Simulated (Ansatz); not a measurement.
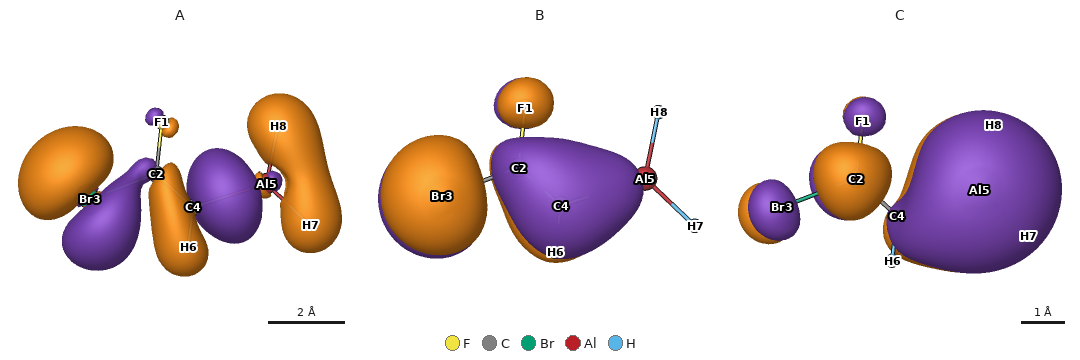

Figure 1: C2H3AlBrF. Three frontier orbitals at ±0.06 Å⁻³ᐟ² (orange and purple are the two phases), in no order.

All numbers below come from SCF B3LYP, Gaussian basis in Ansatz.

| atom | x (Å) | y (Å) | z (Å) |
| --- | --- | --- | --- |
| F | 0.5036 | -1.7246 | 0.9704 |
| C | 0.8472 | -0.3817 | 0.9710 |
| Br | 2.1879 | 0.1598 | 2.1786 |
| C | 0.3730 | 0.5289 | 0.1464 |
| Al | -1.1209 | 0.0449 | -1.1618 |
| H | 0.6283 | 1.5676 | 0.1743 |
| H | -1.7088 | 1.1812 | -2.0913 |
| H | -1.6181 | -1.4331 | -1.2433 |

**Which picture is the HOMO−1, the HOMO and the LUMO?**

A is the HOMO−1 (−7.90 eV). It lies mainly on Br3 (about 45 %), C4 (about 25 %) and Al5 (about 15 %); it is symmetric in the molecular plane (an in-plane orbital: σ, lone-pair or in-plane π type). B is the HOMO (−7.42 eV). It lies mainly on Br3 (about 40 %), C4 (about 30 %) and C2 (about 20 %); it changes sign across the molecular plane (π type); π-bonding across C2–C4; π-antibonding (a node) across C2–Br3. C is the LUMO (−2.20 eV). It lies mainly on Al5 (about 65 %), C2 (about 15 %) and C4 (about 10 %); it changes sign across the molecular plane (π type); π-antibonding (a node) across C2–C4.

**What is the HOMO–LUMO gap?**

5.22 eV between the orbital energies.
